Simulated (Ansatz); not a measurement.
**C$_{2}$H$_{10}$AsIn (SMILES [CH3][InH-]([CH3])[AsH3+]): density, localisation and related maps**

The calculation's input:

```
crystal:
  periodic: [false, false, false]
  atoms:
    - {symbol: C, position_ang: [-1.371126, 1.698768, -0.416417]}
    - {symbol: C, position_ang: [1.847081, 0.503780, 1.130215]}
    - {symbol: As, position_ang: [-0.254834, -1.928235, -0.956986]}
    - {symbol: In, position_ang: [-0.319361, 0.353883, 0.939111]}
    - {symbol: H, position_ang: [-2.339575, 1.281984, -0.730749]}
    - {symbol: H, position_ang: [-1.568618, 2.653437, 0.096746]}
    - {symbol: H, position_ang: [-0.768464, 1.916857, -1.310908]}
    - {symbol: H, position_ang: [-1.226771, -0.544761, 2.132755]}
    - {symbol: H, position_ang: [2.288260, -0.436316, 1.493504]}
    - {symbol: H, position_ang: [2.095775, 1.292979, 1.857565]}
    - {symbol: H, position_ang: [2.315554, 0.771443, 0.171169]}
    - {symbol: H, position_ang: [0.382749, -3.248362, -0.574637]}
    - {symbol: H, position_ang: [0.439151, -1.812673, -2.299445]}
    - {symbol: H, position_ang: [-1.532721, -2.531983, -1.503023]}
basis:
  gaussian:
    orbitals: def2-SVPD
hamiltonian:
  xc: pbe0
output:
  forces: true
  orbitals: {seedname: orbitals}
```

Command:

```sh
ansatz run input.yaml --threads 2 --pin off --max-ram 6090MiB --events-out events.jsonl --progress --plain --runs-dir runs
```

Geometry: PBE0-D4/def2-SVP; core potentials replace the inner electrons of In.

The calculation used isolated molecule in a Gaussian basis; Kohn-Sham density functional theory, functional PBE0 (Ansatz 0.2.0).

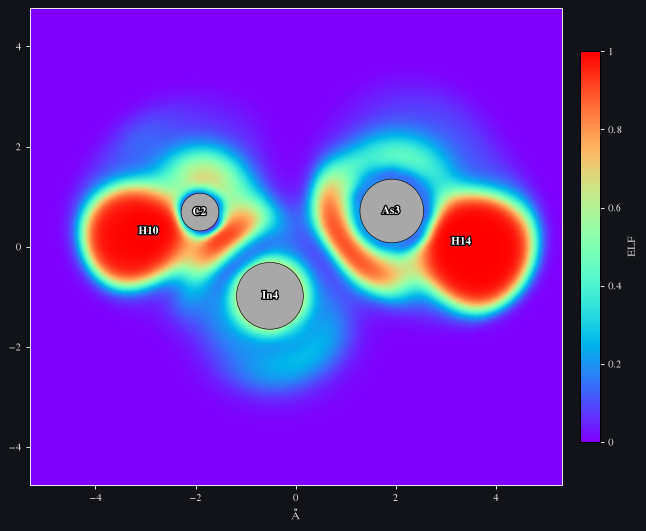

Figure 1. ELF on the plane of atoms In4, As3 and H14. Grey discs cover the atomic cores.

Q: What does the map show?

A: Atoms in the plane: C, As, In and H.
C–In (2.18 Å): the ELF peaks at about 0.90 in the valence shell of C, 0.6 Å from its nucleus, and drops to about 0.20 between the two atoms.
In–As (2.97 Å): the ELF peaks at about 0.90 between the atoms.
C–H (1.10 Å): the ELF climbs to about 1 towards the hydrogen, as it does in any bond to H (an ordinary covalent bond to hydrogen).
As–H (1.52 Å): the ELF climbs to about 1 towards the hydrogen.

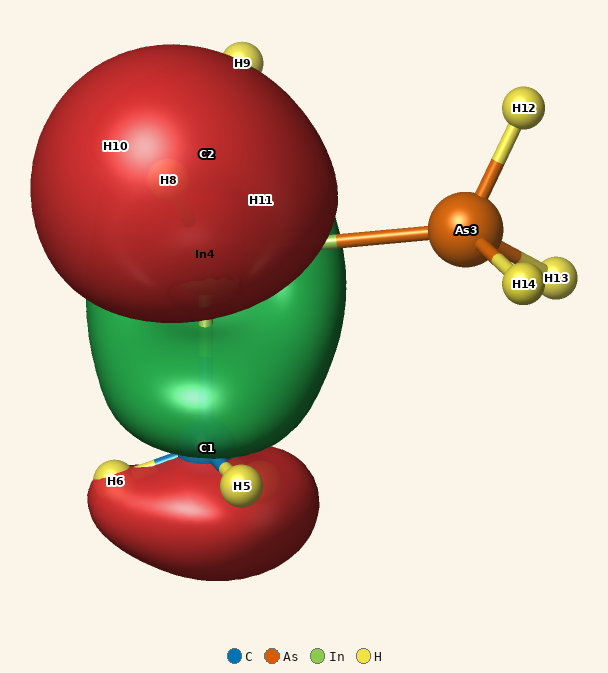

Figure 2. The HOMO−1 at ±0.06 Å⁻³ᐟ² (green and red are the two phases), seen at a tilt.

Q: Describe this orbital and give its energy.

A: By Hirshfeld shares it lies mainly on H8 (about 35 %), In4 (about 30 %), C1 (about 10 %) and C2 (about 10 %). Its energy is −7.13 eV.

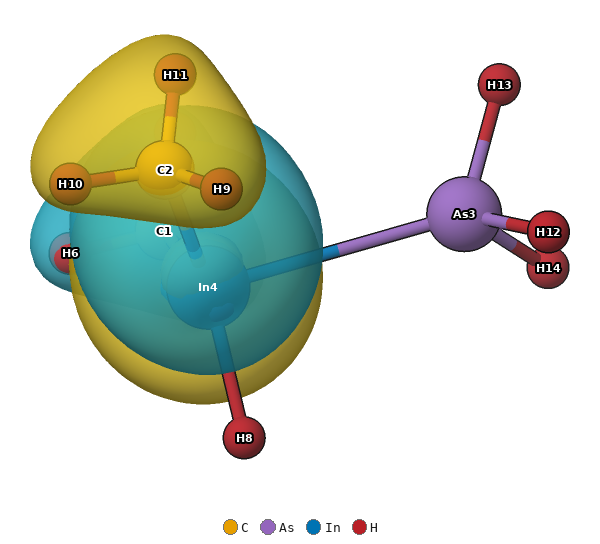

Figure 3. The HOMO at ±0.08 Å⁻³ᐟ² (yellow and cyan are the two phases), seen from one side.

Q: Where does this orbital lie, and at what energy?

A: It lies mainly on C1 (about 30 %), C2 (about 30 %) and In4 (about 25 %). Its energy is −6.89 eV.
